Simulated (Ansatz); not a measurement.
Profile along the Hf–O line in HfO2 (fluorite)

HfO₂ (fluorite), conventional cell a = b = c = 5.0976 Å, α = β = γ = 90.00°. The calculation uses the primitive cell of 3 atoms, to which meshes and values per cell refer.

Fields along a shortest Hf–O line of a {110} plane (2.21 Å), from Hf to O, interpolated on the slice's grid (step about 0.2 Å). These are PBE (plane waves to 420 eV, PAW, scalar-relativistic; Ansatz, a quantum-chemistry and plane-wave program) values and carry that method's errors. k mesh 11×11×11. Inside the PAW spheres the values are not all-electron values, and peaks at nuclei hang on which shells count as valence. HfO2 is run without spin polarisation. HfO2 was relaxed with its symmetry unable to fall. Spin-orbit coupling is left out, though Hf is heavy. This is a high-temperature form of HfO2.

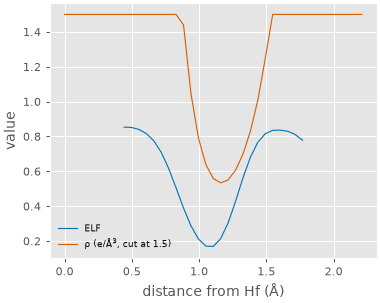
Figure: ELF (away from the nuclei) and valence density from Hf to O.

Density on the Hf–O line (2.21 Å) at its density minimum, 1.2 Å from Hf: 0.53 e/Å³. ELF at that point: 0.2.
